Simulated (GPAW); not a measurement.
# O K-edge XANES of BaTiO3 (Pm-3m)

What does one-electron theory with a core hole give for the O K edge of BaTiO3 (Pm-3m)?

Main program and level: GPAW 26.7.0; X-ray absorption from dipole matrix elements to empty bands, plane-wave PAW PBE+U.

## Step 1: The starting structure

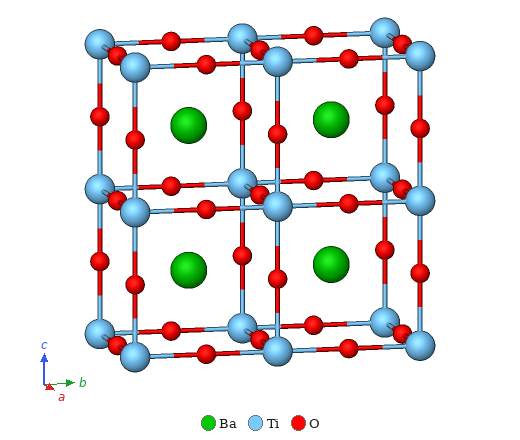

The starting structure, seen slightly off an axis (barium green, titanium blue, oxygen red). 1×2×2 cells are drawn. Some periodic images of atoms are drawn too.

As a file:

```xyz
5
Lattice="4.0060 0.0000 0.0000 0.0000 4.0060 0.0000 0.0000 0.0000 4.0060" Properties=species:S:1:pos:R:3 pbc="T T T"
Ba    2.0030    2.0030    2.0030
Ti    0.0000    0.0000    0.0000
O     0.0000    0.0000    2.0030
O     0.0000    2.0030    0.0000
O     2.0030    0.0000    0.0000
```

## Step 2: Ground state of the crystal

A plain self-consistent run shows whether there is a gap, which decides the set-up of the core-hole run.

Input file scf.py:

```python
import numpy as np
from ase import Atoms
from ase.parallel import parprint, paropen
from gpaw import GPAW, PW, FermiDirac, Mixer, MixerDif, setup_paths
from gpaw.test import gen
setup_paths.insert(0, '.')
gen('O', name='nch1s', xcname='PBE', corehole=(1, 0, 0), write_xml=True)
from gpaw.mpi import world
world.barrier()

atoms = Atoms('BaTiO3',
    cell=[[4.006, 0, 0],
     [0, 4.006, 0],
     [0, 0, 4.006]],
    scaled_positions=[[0.5, 0.5, 0.5],
     [0, 0, 0],
     [0, 0, 0.5],
     [0, 0.5, 0],
     [0.5, 0, 0]],
    pbc=True)
atoms.calc = calc = GPAW(legacy_gpaw=True, mode=PW(500), xc='PBE', setups={'Ti': ':d,4', 2: 'nch1s'},
    kpts={'size': (6, 6, 6), 'gamma': True}, occupations=FermiDirac(0.05),
    charge=0, mixer=Mixer(0.05, 8, 50), maxiter=150,
    convergence={'density': 0.0001}, txt='scf.txt')
energy = atoms.get_potential_energy() + calc.get_reference_energy()
ef = calc.get_fermi_level()
out = dict(energy=energy, fermi=ef, forces=atoms.get_forces().tolist())
parprint(f'all-electron energy {energy:.4f} eV, Fermi level {ef:.4f} eV')
ev = np.array([[calc.get_eigenvalues(k, s) for k in range(len(calc.get_ibz_k_points()))] for s in range(calc.get_number_of_spins())])
out['homo'], out['lumo'], out['counts'] = ev[ev < ef].max(), ev[ev > ef].min(), sorted(set((ev < ef).sum((0, 2)).tolist()))
out['filled'] = (ev[:, 0] < ef).sum(1).tolist()
import json
with paropen('out.json', 'w') as f:
    json.dump(out, f)
```

Started as:

```bash
OMP_NUM_THREADS=1 mpirun -n 4 gpaw python scf.py
```

Numbers of over 12 decimals in the logs are rounded to 6 here.

Log:

```text
Input parameters:
  convergence: {density: 0.0001}
  kpts: {gamma: True,
         size: (6, 6, 6)}
  maxiter: 150
  mixer: {backend: pulay,
          beta: 0.05,
          method: separate,
          nmaxold: 8,
          weight: 50}
  mode: {ecut: 500.0,
         name: pw}
  occupations: {fixmagmom: False,
                name: fermi-dirac,
                width: 0.05}
  setups: {2: nch1s,
           Ti: :d,4}
  xc: PBE

Initialize ...

[... PAW data sets ...]

Reference energy: -250624.413810  # eV

Spin-paired calculation

[... convergence settings ...]
Symmetries present (total): 16
  [... symmetry matrices ...]

216 k-points: 6 x 6 x 6 Monkhorst-Pack grid + [1/12,1/12,1/12]
40 k-points in the irreducible part of the Brillouin zone
       k-points in crystal coordinates                weights
   0:     0.00000000    0.00000000    0.00000000          1/216
   1:     0.00000000    0.00000000    0.16666667          2/216
   2:     0.00000000    0.00000000    0.33333333          2/216
   3:     0.00000000    0.00000000    0.50000000          1/216
   4:     0.16666667    0.00000000    0.00000000          4/216
   5:     0.16666667    0.00000000    0.16666667          8/216
   6:     0.16666667    0.00000000    0.33333333          8/216
   7:     0.16666667    0.00000000    0.50000000          4/216
   8:     0.16666667    0.16666667    0.00000000          4/216
   9:     0.16666667    0.16666667    0.16666667          8/216
          ...
  39:     0.50000000    0.50000000    0.50000000          1/216

Wave functions: Plane wave expansion
  Cutoff energy: 500.000 eV
  Number of coefficients (min, max): 1614, 1654
  Pulay-stress correction: 0.000000 eV/Ang^3 (de/decut=0.000000)
  Using FFTW library
  Wavefunction extrapolation:
    Improved wavefunction reuse through dual PAW basis

Occupation numbers: Fermi-Dirac:
  width: 0.0500  # eV

Eigensolver
   Davidson(niter=2)

Densities:
  Coarse grid: 21*21*21 grid
  Fine grid: 42*42*42 grid
  Total Charge: 0.000000

Density mixing:
  Method: separate
  Backend: pulay
  Linear mixing parameter: 0.05
  old densities: 8
  Width of damping distribution: 1.1
  Damping of long wavelength oscillations: 50

[... Hamiltonian set-up ...]
Number of atoms: 5
Number of atomic orbitals: 30
Number of bands in calculation: 28
Number of valence electrons: 40
Bands to converge: occupied

... initialized

Initializing position-dependent things.

Density initialized from atomic densities
Creating initial wave functions:
  28 bands from LCAO basis set

Positions:
   0 Ba     2.003000    2.003000    2.003000    ( 0.0000,  0.0000,  0.0000)
   1 Ti     0.000000    0.000000    0.000000    ( 0.0000,  0.0000,  0.0000)
   2 O      0.000000    0.000000    2.003000    ( 0.0000,  0.0000,  0.0000)
   3 O      0.000000    2.003000    0.000000    ( 0.0000,  0.0000,  0.0000)
   4 O      2.003000    0.000000    0.000000    ( 0.0000,  0.0000,  0.0000)

Unit cell:
           periodic     x           y           z      points  spacing
  1. axis:    yes    4.006000    0.000000    0.000000    21     0.1908
  2. axis:    yes    0.000000    4.006000    0.000000    21     0.1908
  3. axis:    yes    0.000000    0.000000    4.006000    21     0.1908

  Lengths:   4.006000   4.006000   4.006000
  Angles:   90.000000  90.000000  90.000000

Effective grid spacing dv^(1/3) = 0.1908

iter:   1   -41.692110
iter:   2   -39.808385   -0.86  -0.93
iter:   3   -35.499087   -0.78  -1.00
iter:   4   -35.503166   -2.07  -1.37
iter:   5   -35.734828   -1.71  -1.41
iter:   6   -36.009646   -1.41  -1.66
iter:   7   -35.972010   -2.84  -1.59
iter:   8   -35.549856   -2.07  -1.60
iter:   9   -35.530717   -2.32  -1.99
iter:  10   -35.513068   -3.72  -2.38
iter:  11   -35.510730c  -3.63  -2.86
iter:  12   -35.519132c  -3.67  -3.26
iter:  13   -35.511450c  -4.02  -2.53
iter:  14   -35.510687c  -4.51  -3.11
iter:  15   -35.510714c  -5.99  -3.85
iter:  16   -35.510679c  -5.78  -3.69
iter:  17   -35.510678c  -6.61  -4.19c
iter:  18   -35.510678c  -7.37  -4.55c
iter:  19   -35.510678c  -7.64c -4.57c

Converged after 19 iterations.

Dipole moment: (0.000000, 0.000000, 0.000000) |e|*Ang

Energy contributions relative to reference atoms: (reference = -250624.413810)

Kinetic:        +33.844947
Potential:      -35.505638
External:        +0.000000
XC:             -34.135304
Entropy (-ST):   -0.000000
Local:           +0.285317
SIC:             +0.000000
--------------------------
Free energy:    -35.510678
Extrapolated:   -35.510678

Showing only first 2 kpts
 Kpt  Band  Eigenvalues  Occupancy
  0    18      7.61995    2.00000
  0    19      7.62000    2.00000
  0    20     10.14304    0.00000
  0    21     10.14307    0.00000

  1    18      7.45328    2.00000
  1    19      7.45328    2.00000
  1    20     10.18953    0.00000
  1    21     10.64232    0.00000

Fermi level: 9.06040

Gap: 2.342 eV
Transition (v -> c):
  (s=0, k=39, n=19, [0.50, 0.50, 0.50]) -> (s=0, k=0, n=20, [0.00, 0.00, 0.00])
Direct/indirect transitions are different
Direct gap: 2.523 eV
Transition at: (s=0, k=0, n=19, [0.00, 0.00, 0.00])

Forces in eV/Ang:
  0 Ba    0.00000    0.00000    0.00000
  1 Ti   -0.00000   -0.00000    0.00000
  2 O    -0.00000   -0.00000    0.00000
  3 O     0.00000   -0.00000    0.00000
  4 O    -0.00000    0.00000    0.00000
Scalar-relativistic atomic PBE calculation for O (Oxygen, Z=8)
Core hole in 1s state (1s occupation: 2.0)
300 radial gridpoints.
|------------------------------------------------|
|------------------------------------------------|
[... the atom generator's iteration count ...]

Energy contributions:
-------------------------
Kinetic:      +74.889487
XC:            -8.275248
Potential:   -141.614183
-------------------------
Total:        -74.999944

state      eigenvalue         ekin         rmax
-----------------------------------------------
1s^2.0 :   -18.913699    29.145489        0.129
2s^2.0 :    -0.880545     3.220963        0.871
2p^4.0 :    -0.331818     2.539146        0.819
-----------------------------------------------
(units: Bohr and Hartree)

Generating PAW setup
Kinetic energy of the core from tauc = 58.337696
Cutoffs:
rc(s)=1.300
rc(p)=1.130
rc(d)=1.170
rc(vbar)=1.300
rc(comp)=1.260
rc(nct)=1.300

Kinetic energy of the core states: 58.290978
Charge: 0.0
Core electrons: 2.0
Valence electrons: 6.0
Pseudo-core charge: 0.000736
Shape function alpha=6.299
Pseudo-electron charge 5.680117
state    eigenvalue         norm
--------------------------------
2s(2) :    -0.880545     1.081993
*s    :     0.119455
2p(4) :    -0.331818     0.878848
*p    :     0.668182
*d    :     0.000000
--------------------------------

Diagonalizing with gridspacing h=0.050

state   all-electron     PAW
-------------------------------
2s:      -0.880545    -0.881653
2p:      -0.331818    -0.335594
*d:                    0.049820
*f:                    0.077145
-------------------------------
all-electron energy -250659.9245 eV, Fermi level 9.0604 eV
```

Wall time 13 s (4 MPI ranks of Arm Neoverse V2, shared host); peak memory 0.2 GiB.

The mesh shows a gap of 2.34 eV, so the hole is first treated in a charged cell, without the excited electron.

## Step 3: Spectrum without a core hole, O atom 3

This cheap baseline ignores the attraction of the hole: it shows the absorber's empty states as they are in the ground state. The data set with a hole of occupation 0 only carries the core orbital.

The absorber has 2 Ti at 2.00 Å (linear, site symmetry 4/mmm).

Input file xas.py:

```python
import numpy as np
from ase import Atoms
from ase.parallel import parprint, paropen
from gpaw import GPAW, PW, FermiDirac, Mixer, MixerDif, setup_paths
from gpaw.test import gen
setup_paths.insert(0, '.')
gen('O', name='nch1s', xcname='PBE', corehole=(1, 0, 0), write_xml=True)
from gpaw.mpi import world
world.barrier()

atoms = Atoms('BaTiO3',
    cell=[[4.006, 0, 0],
     [0, 4.006, 0],
     [0, 0, 4.006]],
    scaled_positions=[[0.5, 0.5, 0.5],
     [0, 0, 0],
     [0, 0, 0.5],
     [0, 0.5, 0],
     [0.5, 0, 0]],
    pbc=True)
atoms.calc = calc = GPAW(legacy_gpaw=True, mode=PW(500), xc='PBE', setups={'Ti': ':d,4', 2: 'nch1s'},
    kpts={'size': (6, 6, 6), 'gamma': True}, occupations=FermiDirac(0.02),
    charge=0, mixer=Mixer(0.05, 8, 50), maxiter=150,
    convergence={'density': 0.0001}, txt='scf.txt')
energy = atoms.get_potential_energy() + calc.get_reference_energy()
ef = calc.get_fermi_level()
out = dict(energy=energy, fermi=ef, forces=atoms.get_forces().tolist())
parprint(f'all-electron energy {energy:.4f} eV, Fermi level {ef:.4f} eV')
ev = np.array([[calc.get_eigenvalues(k, s) for k in range(len(calc.get_ibz_k_points()))] for s in range(calc.get_number_of_spins())])
out['homo'], out['lumo'], out['counts'] = ev[ev < ef].max(), ev[ev > ef].min(), sorted(set((ev < ef).sum((0, 2)).tolist()))
out['filled'] = (ev[:, 0] < ef).sum(1).tolist()

from ase.units import Ha
from gpaw.xas import dipole_matrix_elements
nb = int(calc.get_number_of_electrons() / 2) + 47
top, nb = nb, nb + 8 + nb // 12
nscf = calc.fixed_density(kpts={'size': (5, 5, 5), 'gamma': True}, nbands=nb,
    convergence={'bands': top, 'eigenstates': 1e-5}, maxiter=60, txt='nscf.txt')
cell = atoms.cell.array
ops = [cell.T @ U.T @ np.linalg.inv(cell.T) for U in nscf.wfs.kd.symmetry.op_scc]
filled = [20]  # bands filled in the ground state, by spin
E = np.arange(-25, 34, 0.1)
fwhm = np.interp(E, [4, 25], [0.9, 3.5])
Y, X, zero, highest = 0, 0, 1e9, 1e9
for spin in range(nscf.get_number_of_spins()):
    wfs = nscf.wfs
    A = dipole_matrix_elements(wfs.setups[2])
    eps = np.zeros((wfs.kd.nibzkpts, nb))
    d = np.zeros((3, A.shape[1], wfs.kd.nibzkpts, nb), complex)
    for kpt in wfs.kpt_u:
        if kpt.s == spin and 2 in kpt.P_ani:
            eps[kpt.k] = kpt.eps_n * Ha
            d[:, :, kpt.k] = (kpt.weight * wfs.nspins / 2) ** 0.5 * np.inner(A, kpt.P_ani[2])
    world.sum(eps)
    world.sum(d)
    T = np.einsum('amkn,bmkn->abkn', d, d.conj()).real
    T = sum(np.einsum('ai,ijkn,bj->abkn', R, T, R) for R in ops) / len(ops)
    empty = np.ones_like(eps, bool) & (np.arange(nb) >= filled[spin])
    zero, highest = min(zero, eps[empty].min()), min(highest, eps[:, top - 1].min())
    lines = [(eps, T, empty)] if spin == 0 else lines + [(eps, T, empty)]
for eps, T, empty in lines:
    f = np.einsum('aakn->akn', T).reshape(3, -1)
    x = eps.ravel() - zero
    w = np.interp(x, E, fwhm) / 2.35482
    g = np.exp(-0.5 * ((E[:, None] - x) / w) ** 2) / (w * (2 * np.pi) ** 0.5)
    Y = Y + (f * empty.ravel()) @ g.T
    X = X + (f * ~empty.ravel()) @ g.T
out.update(E=E.round(2).tolist(), xas=Y.tolist(), xes=X.tolist(), zero=zero, valid=highest - zero, nk=len(eps), nb=nb)
for i in range(0, len(E), 10):
    parprint(f'{E[i]:7.2f}', *(f'{v:10.3e}' for v in Y[:, i]))
import json
with paropen('out.json', 'w') as f:
    json.dump(out, f)
```

Started as:

```bash
OMP_NUM_THREADS=1 mpirun -n 4 gpaw python xas.py
```

Log:

```text
Input parameters:
  convergence: {density: 0.0001}
  kpts: {gamma: True,
         size: (6, 6, 6)}
  maxiter: 150
  mixer: {backend: pulay,
          beta: 0.05,
          method: separate,
          nmaxold: 8,
          weight: 50}
  mode: {ecut: 500.0,
         name: pw}
  occupations: {fixmagmom: False,
                name: fermi-dirac,
                width: 0.02}
  setups: {2: nch1s,
           Ti: :d,4}
[...]
*p    :     0.668182
*d    :     0.000000
--------------------------------

Diagonalizing with gridspacing h=0.050

state   all-electron     PAW
-------------------------------
2s:      -0.880545    -0.881653
2p:      -0.331818    -0.335594
*d:                    0.049820
*f:                    0.077145
-------------------------------
all-electron energy -250659.9245 eV, Fermi level 8.8363 eV
[...]
32.00  9.055e-05  9.055e-05  5.384e-05
  33.00  8.346e-05  8.346e-05  7.761e-05
[key lines of the parts left out:]
Converged after 19 iterations.
Dipole moment: (0.000000, 0.000000, 0.000000) |e|*Ang
Free energy:    -35.510678
Fermi level: 8.83631
```

Run time: 20 s. Hardware: 4 MPI ranks; peak memory 0.24 GiB.

The O K spectrum, O atom 3, no core hole (energy from the lowest empty level; intensity scaled to a mean of 1 over the first 20 eV):

```tsv
E (eV)	intensity
-2.0	0.00
-0.5	0.00
1.0	0.79
2.5	0.76
4.0	0.92
5.5	1.63
7.0	1.40
8.5	0.42
10.0	0.55
11.5	1.08
13.0	1.39
14.5	1.13
16.0	1.04
17.5	1.03
19.0	0.77
20.5	0.41
22.0	0.38
23.5	0.40
25.0	0.40
26.5	0.45
28.0	0.55
29.5	0.68
31.0	0.82
```

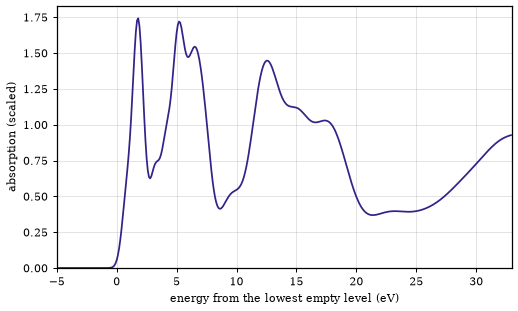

The O K edge, O atom 3, no core hole: main maxima at 1.8, 5.2 and 6.5 eV.

Main maxima below 24 eV (height): 1.8 eV (1.74), 5.2 eV (1.72), 6.5 eV (1.54) and 12.6 eV (1.45). A K edge sees empty p states; the first features are O p mixed into the empty d states of the Ti neighbours, and the broad ones above probably into the cations' higher empty bands.

The same matrix elements for filled bands give the O K emission of O atom 3 (ground-state approximation; energy from the lowest empty level, largest value 1):

```tsv
E (eV)	emission
-24.0	0.00
-22.5	0.00
-21.0	0.00
-19.5	0.00
-18.0	0.00
-16.5	0.00
-15.0	0.00
-13.5	0.00
-12.0	0.01
-10.5	0.00
-9.0	0.00
-7.5	0.01
-6.0	0.44
-4.5	0.66
-3.0	0.97
-1.5	0.01
0.0	0.00
1.5	0.00
3.0	0.00
```

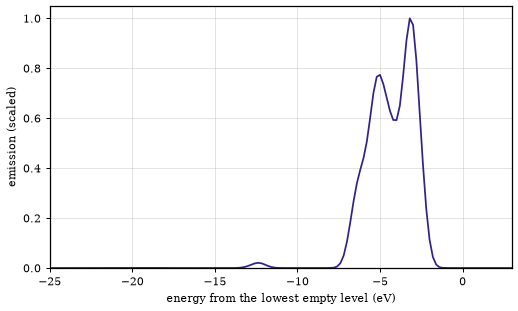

X-ray emission from the filled bands.

Emission maxima: -5.0 eV (0.77) and -3.2 eV (1.00).

## Step 4: Reference energy of the supercell

The photon energy needs a difference of total energies, so the cell and mesh of the coming hole run are first run without a hole.

scf.py, as its differences from that of step 2:

```diff
@@ -10,14 +10,29 @@
 
-atoms = Atoms('BaTiO3',
-    cell=[[4.006, 0, 0],
-     [0, 4.006, 0],
-     [0, 0, 4.006]],
-    scaled_positions=[[0.5, 0.5, 0.5],
+atoms = Atoms('Ba4Ti4O12',
+    cell=[[4.006, 4.006, 4.006],
+     [-4.006, 4.006, -4.006],
+     [-4.006, 4.006, 4.006]],
+    scaled_positions=[[0.5, 0, 0],
+     [0, 0.5, 0],
+     [0.5, 0.5, 0.5],
+     [0, 0, 0.5],
      [0, 0, 0],
-     [0, 0, 0.5],
-     [0, 0.5, 0],
-     [0.5, 0, 0]],
+     [0.5, 0.5, 0],
+     [0, 0.5, 0.5],
+     [0.5, 0, 0.5],
+     [0, 0.75, 0.25],
+     [0.5, 0.25, 0.25],
+     [0, 0.25, 0.75],
+     [0.5, 0.75, 0.75],
+     [0.25, 0.25, 0],
+     [0.75, 0.75, 0],
+     [0.25, 0.75, 0.5],
+     [0.75, 0.25, 0.5],
+     [0.25, 0, 0.75],
+     [0.75, 0.5, 0.75],
+     [0.25, 0.5, 0.25],
+     [0.75, 0, 0.25]],
     pbc=True)
-atoms.calc = calc = GPAW(legacy_gpaw=True, mode=PW(500), xc='PBE', setups={'Ti': ':d,4', 2: 'nch1s'},
-    kpts={'size': (6, 6, 6), 'gamma': True}, occupations=FermiDirac(0.05),
+atoms.calc = calc = GPAW(legacy_gpaw=True, mode=PW(500), xc='PBE', setups={'Ti': ':d,4', 8: 'nch1s'},
+    kpts={'size': (3, 3, 3), 'gamma': True}, occupations=FermiDirac(0.02),
     charge=0, mixer=Mixer(0.05, 8, 50), maxiter=150,
```

Started as:

```bash
OMP_NUM_THREADS=1 mpirun -n 4 gpaw python scf.py
```

Log:

```text
Input parameters:
  convergence: {density: 0.0001}
  kpts: {gamma: True,
         size: (3, 3, 3)}
  maxiter: 150
  mixer: {backend: pulay,
          beta: 0.05,
          method: separate,
          nmaxold: 8,
          weight: 50}
  mode: {ecut: 500.0,
         name: pw}
  occupations: {fixmagmom: False,
                name: fermi-dirac,
                width: 0.02}
  setups: {8: nch1s,
           Ti: :d,4}
[...]
2s(2) :    -0.880545     1.081993
*s    :     0.119455
2p(4) :    -0.331818     0.878848
*p    :     0.668182
*d    :     0.000000
--------------------------------

Diagonalizing with gridspacing h=0.050

state   all-electron     PAW
-------------------------------
2s:      -0.880545    -0.881653
2p:      -0.331818    -0.335594
*d:                    0.049820
*f:                    0.077145
-------------------------------
all-electron energy -1002639.6715 eV, Fermi level 8.8358 eV
[key lines of the parts left out:]
Converged after 23 iterations.
Dipole moment: (-0.000000, -0.000000, -0.000000) |e|*Ang
Free energy:   -142.016574
Fermi level: 8.83579
```

Wall time 50 s (4 MPI ranks); peak memory 0.3 GiB; 3.3 min of CPU time.

Reference energy: -1002639.672 eV with the cores included.

(Part 1 of 3 ends here.)

[Banner, clock and machine lines of the logs are left out without a mark of their own.]

[Logs are printed without paths, hosts, clocks, repeated set-up lines and the standing remarks that a program may print on its own settings, such as how far it seeks lower states.]

[Hosts, paths, dates, database ids (printed as entryN), source tags and the programs' standing remarks are cut or masked in the printed files.]

[Lists of maxima count a maximum above −3 eV only where it reaches 4 % of the highest in the window and stands out from its surroundings by 2 % of it (1.5 % where it reaches 55 %); shoulders and weaker maxima are passed over, and of the rest the first, up to two pre-edge ones and the few strongest are named.]
